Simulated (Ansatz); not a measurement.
**Two runs on CH6SSi2**

System: CH6SSi2.
Method of the first run: RKS PBE-QIDH (frozen core)/def2-TZVPP (Ansatz 0.2.0).

The geometry comes from this level: PBE0-D4/def2-TZVP. Text and figures count atoms from 1; the logs count them from 0 in places.

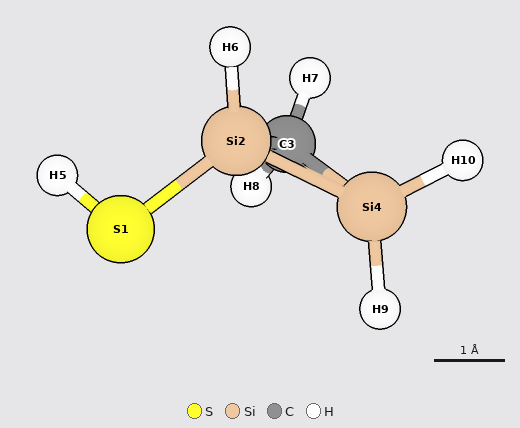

**Figure 1.** The structure as given in the input (ball-and-stick view, seen at a tilt; atoms are numbered from 1 in the order of the input). Bond lengths as drawn: C–H 1.09 Å, C–Si 1.89 to 1.90 Å, H–S 1.35 Å, H–Si 1.48 Å, Si–Si 2.24 Å and S–Si 2.13 Å.

### Input, the first run
```yaml
crystal:
  periodic: [false, false, false]
  atoms:
    - {symbol: S, position_ang: [-2.557114, 0.101135, -0.322953]}
    - {symbol: Si, position_ang: [-0.628630, 0.573129, 0.436897]}
    - {symbol: C, position_ang: [0.860763, 0.175663, -0.659772]}
    - {symbol: Si, position_ang: [0.831267, -1.101948, 0.747638]}
    - {symbol: H, position_ang: [-2.629576, 1.153760, -1.158300]}
    - {symbol: H, position_ang: [-0.555095, 1.857181, 1.173751]}
    - {symbol: H, position_ang: [1.678645, 0.894212, -0.659320]}
    - {symbol: H, position_ang: [0.656059, -0.196680, -1.661222]}
    - {symbol: H, position_ang: [0.499912, -2.493401, 0.365072]}
    - {symbol: H, position_ang: [1.926970, -1.014054, 1.741408]}
basis:
  gaussian: {orbitals: def2-TZVPP}
hamiltonian: {xc: {name: PBE-QIDH}}
```

Command:
```bash
ansatz run in.yaml --threads 2 --pin off --events-out ev --progress --plain --max-ram 4352MiB
```

Hardware: 2 threads of AMD EPYC, 23 GiB of memory available, shared host.

### Output (the first run)
```
Functional definition: PBE-QIDH
  parameter a = 3^(-1/3)
  parameter c = 1/3
  exchange = (1 - a)*pbe_x + a*exact_x
  correlation = (1 - c)*pbe_c + c*(mp2_os + mp2_ss)
1366 factors; integrals over basis functions are off by at most 8.9e-4 eV
mean field evaluation 1: about -27697.6647 eV, gradient 3.7e1 eV
mean field evaluation 2: about -27697.9131 eV, gradient 3.7e1 eV
mean field evaluation 4: about -27701.4013 eV, gradient 2.9e0 eV
mean field evaluation 8: about -27701.4369 eV, gradient 1.7e-1 eV
mean field evaluation 16: about -27701.4371 eV, gradient 8.5e-5 eV
mean field -27701.43708688 eV, -1018.0090362343 hartree, gradient 6.7e-6 eV, S^2 0.000000; 0 other end points of the search recorded, 0 dependent functions left out
16 core orbitals not correlated: weight in the atoms' cores, before any rotation towards them, 1.000 or more for the frozen orbitals, at most 0.000 for the correlated occupied ones
reference -27701.43710041 eV, -1018.0090367316 hartree; 12, 12 occupied and 213, 213 virtual orbitals, 1366 factors
second order -18.40897110 eV of doubles, -0.00000000 eV of singles
Total energy: -27707.57342411 eV, -1018.2345424681 hartree
```

The input of the second run differs as follows (lines with − go, lines with + come):
```diff
-hamiltonian: {xc: {name: PBE-QIDH}}
+hamiltonian: {xc: {name: B2PLYP}}
```

Predict how the results change.

The total energies belong to different methods, so their difference says nothing on which is more stable or more accurate. The functional changes from PBE-QIDH to B2PLYP.

### Output (the second run)
```
Functional definition: B2PLYP
  parameter a = 0.53
  parameter c = 0.27
  exchange = (1 - a)*b88_x + a*exact_x
  correlation = (1 - c)*lyp_c + c*(mp2_os + mp2_ss)
1366 factors; integrals over basis functions are off by at most 8.9e-4 eV
mean field evaluation 1: about -27704.9875 eV, gradient 4.4e1 eV
mean field evaluation 2: about -27705.1828 eV, gradient 4.4e1 eV
mean field evaluation 4: about -27709.8386 eV, gradient 3.8e0 eV
mean field evaluation 8: about -27709.8849 eV, gradient 2.5e-1 eV
mean field evaluation 16: about -27709.8851 eV, gradient 1.3e-4 eV
mean field -27709.88510834 eV, -1018.3194952967 hartree, gradient 2.5e-6 eV, S^2 0.000000; 0 other end points of the search recorded, 0 dependent functions left out
16 core orbitals not correlated: weight in the atoms' cores, before any rotation towards them, 1.000 or more for the frozen orbitals, at most 0.000 for the correlated occupied ones
reference -27709.88528811 eV, -1018.3195019032 hartree; 12, 12 occupied and 213, 213 virtual orbitals, 1366 factors
second order -19.91246741 eV of doubles, -0.00000000 eV of singles
Total energy: -27715.26165431 eV, -1018.5170797169 hartree
```

### The two runs side by side

| quantity | the first run | the second run |
| --- | --- | --- |
| outcome | converged | converged |
| total energy (hartree) | −1018.234542 | −1018.517080 |
| basis functions | 241 | 241 |
| wall time (shared host) | 7.5 s | 7.5 s |
